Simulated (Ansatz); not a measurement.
# Calculations on MoHCl4F3

### Relaxation

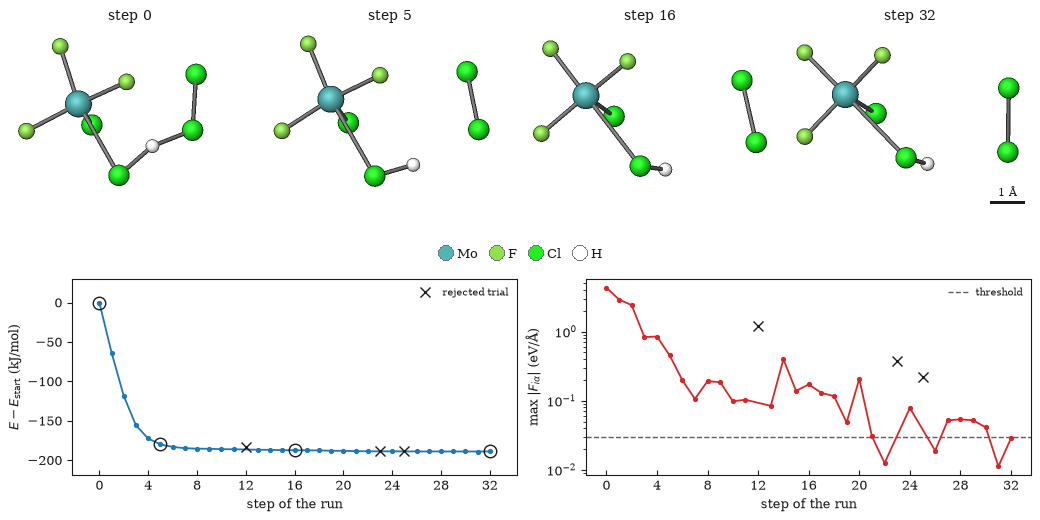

Frames of a relaxation of MoHCl4F3, marked on the history of the run. A ball-and-stick model, seen at a tilt.

The run prepares an end point of a later path (reaction) calculation, from a guessed geometry.

Computed with RHF/def2-SVP (Ansatz 0.2.0).

Input file:
```yaml
crystal:
  periodic: [false, false, false]
  atoms:
    - { symbol: Mo, position_ang: [-0.253093, -0.653334, 0.164969] }
    - { symbol: F, position_ang: [-0.232827, 0.446688, 1.585486] }
    - { symbol: Cl, position_ang: [2.317261, -0.510808, 0.808896] }
    - { symbol: Cl, position_ang: [-0.1012, 3.270562, 0.348781] }
    - { symbol: F, position_ang: [-2.119352, -0.523374, 0.087446] }
    - { symbol: F, position_ang: [0.030907, -2.382927, -0.272344] }
    - { symbol: Cl, position_ang: [0.108532, 0.448781, -1.839494] }
    - { symbol: Cl, position_ang: [1.610356, 2.288539, 0.842535] }
    - { symbol: H, position_ang: [1.748316, 0.832072, 0.887725] }
basis:
  gaussian: { orbitals: def2-SVP }
hamiltonian:
  xc: hf
relax:
  f_tol: 0.03
  max_steps: 50
```

Run as
```bash
ansatz run input.yaml --threads 4 --pin off --max-ram 5120MiB --backend cpu --events-out ev --progress --plain --runs-dir out
```

**Describe the path.**

The largest move after the best rigid fit is that of Cl8, 1.67 Å. By element the largest moves are Cl 1.67 Å, F 1.09 Å, H 0.64 Å, Mo 0.50 Å. Near-neighbour distances that change, for instance: Mo1–Cl8 3.548 → 5.423 Å, Cl8–H9 1.464 → 2.855 Å, Cl3–Cl8 2.887 → 3.998 Å, Mo1–Cl3 2.654 → 2.840 Å. Bonds break, among them: Cl8–H9 (1.46 → 2.86 Å). Bond angles that change, for instance: Mo1–Cl3–H9 71.6° → 96.5°, Cl3–Mo1–F5 166.4° → 178.1°, Cl3–Mo1–Cl7 91.9° → 83.9°. After 29 accepted moves (32 points after the start) the energy has fallen by 188.9 kJ/mol. Largest force component: 4.3 eV/Å at the start, 0.029 eV/Å at the end. The line search rejected the trial steps at points 12, 23, 25 of the run. The forces were under the threshold at step 22, but the run went on from there. From step 0 to 5: Cl8 moves most (0.82 Å), energy −180.0 kJ/mol. From step 5 to 16: Cl8 moves most (0.67 Å), energy −7.44 kJ/mol. From step 16 to 32: Cl8 moves most (0.72 Å), energy −1.55 kJ/mol.

Limits of the set-up: Hartree-Fock leaves out electron correlation.

### Relaxation

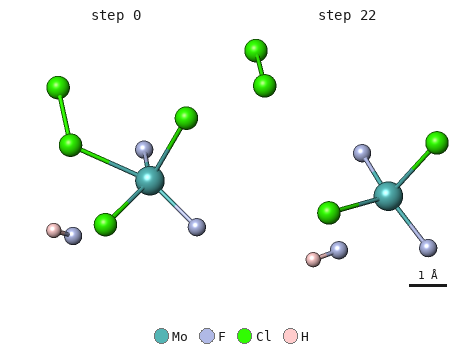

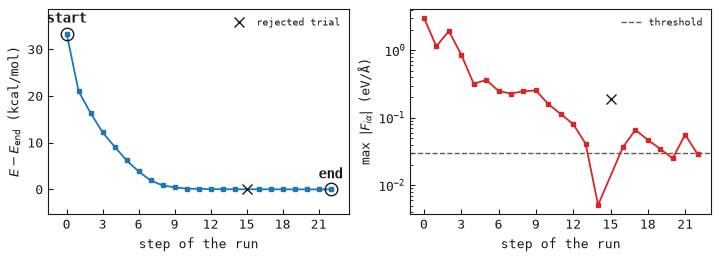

First and last geometry of a relaxation of MoHCl₄F₃, with the history of the run. Style: ball-and-stick. Shown at a tilt.

The run prepares an end point of a later path (reaction) calculation, from a guessed geometry.

Theory: Ansatz, RHF/def2-SVP. (no spin polarisation; force threshold 0.03 eV/Å; at most 50 steps)

Read the history and describe the run.

Answer. It converged. After 21 accepted moves (22 points after the start) the energy has fallen by 33.4 kcal/mol. Largest force component: 3 eV/Å at the start, 0.029 eV/Å at the end. The line search rejected the trial step at point 15 of the run. The forces were under the threshold at step 14, but the run went on from there. The atom that moves furthest after the best rigid fit is a Cl atom (1.95 Å). Largest moves by element: Cl 1.95 Å, H 1.13 Å, F 1.04 Å, Mo 0.48 Å. Some distances before and after: Cl–Mo 2.413 → 4.612 Å, Cl–Cl 2.758 → 4.022 Å, F–Mo 2.960 → 2.346 Å, H–Mo 3.058 → 2.792 Å. Bonds break, among them: Cl–Mo (2.41 → 4.61 Å). Bond angles that change, for instance: Cl–Mo–F 143.5° → 106.4°, F–Mo–F 119.7° → 141.2°, Cl–Mo–F 85.7° → 104.9°.

```csv
step,"E − E(0), kcal/mol","largest force component, eV/Å",note
0,0.00,2.9970,
1,-12.36,1.1457,
2,-17.01,1.9298,
3,-21.17,0.8576,
4,-24.22,0.3185,
5,-27.17,0.3630,
6,-29.53,0.2493,
7,-31.46,0.2281,
8,-32.51,0.2474,
9,-32.93,0.2535,
10,-33.20,0.1595,
11,-33.25,0.1130,
12,-33.31,0.0805,
13,-33.33,0.0412,
14,-33.34,0.0051,
15,-33.32,0.1867,rejected
16,-33.35,0.0367,
17,-33.35,0.0660,
18,-33.35,0.0470,
19,-33.36,0.0346,
20,-33.37,0.0249,
21,-33.37,0.0563,
22,-33.37,0.0288,
```

Limits of the set-up: the start holds two separate molecules, 2.6 Å apart at their closest, whose relative position is a soft coordinate and is computed without a dispersion correction; Hartree-Fock leaves out electron correlation.

### Path

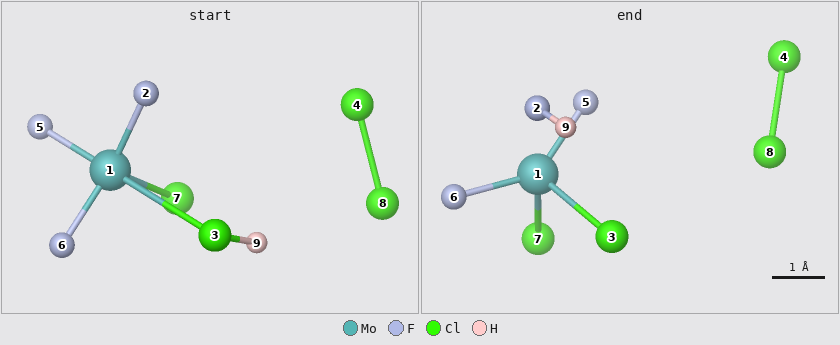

The two relaxed end points of a path for MoHCl4F3, made up at the start of MoHCl₂F₃ and Cl2. Style: ball-and-stick. Shown at a tilt.

The calculation used RHF/def2-SVP (Ansatz 0.2.0).

Run with 5 movable images; climbing image; force threshold 0.05 eV/Å; iteration limit 60.

Start:
```xyz
9

Mo   -0.6157   -0.9870    0.1699
F    -1.2581   -0.0515    1.5762
Cl    1.9043   -0.2757    1.2695
Cl    0.6627    3.7660    1.1787
F    -2.2791   -1.4927   -0.5047
F     0.2345   -2.5298   -0.2301
Cl   -0.0586    0.5512   -1.4680
Cl    2.3839    3.5303    0.1441
H     2.1351    0.7054    0.4785
```

End:
```xyz
9

Mo   -0.0697   -0.6930   -0.2756
F    -0.1482   -1.0533    2.0414
Cl    2.1649   -0.4083    0.2808
Cl    0.0726    4.7399    0.6987
F    -0.9094    0.8303    0.1927
F    -0.3142   -2.4791   -0.3088
Cl   -0.0035   -0.3354   -2.5525
Cl    1.6272    3.5751    0.1392
H     0.6892   -0.9600    2.3981
```

What barrier does the band find between them, and by what path?

The energy climbs by 1.24 eV to image 3 and then falls by 1.63 eV, so the end point sits at −0.39 eV. A hydrogen atom shifts from one atom to another. Breaking: Cl3–H9 (1.28 → 1.46 at the top → 2.64 Å). Forming: F2–H9 (3.65 → 1.24 at the top → 0.91 Å). The band converged in 30 iterations, with a climbing image at the top. At the top, the vibrational analysis gives one imaginary mode (1214i cm⁻¹), as a transition state must have.

Energies of the converged images:

```
image  path (Å)  E (eV)
    0      0.00   0.000
    1      1.76   0.036
    2      3.53   0.121
    3      5.29   1.240
    4      6.96  -0.216
    5      8.62  -0.383
    6     10.29  -0.388
```

The geometry at the top of the path:

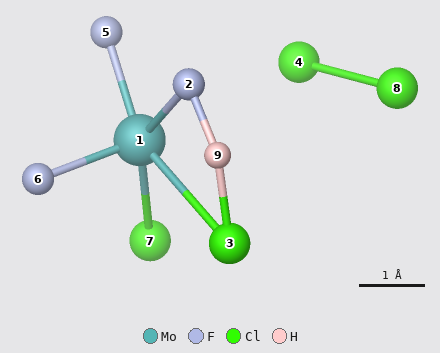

Limits of the set-up: the start holds two separate molecules, 2.9 Å apart at their closest, whose relative position is a soft coordinate and is computed without a dispersion correction; Hartree-Fock leaves out electron correlation.
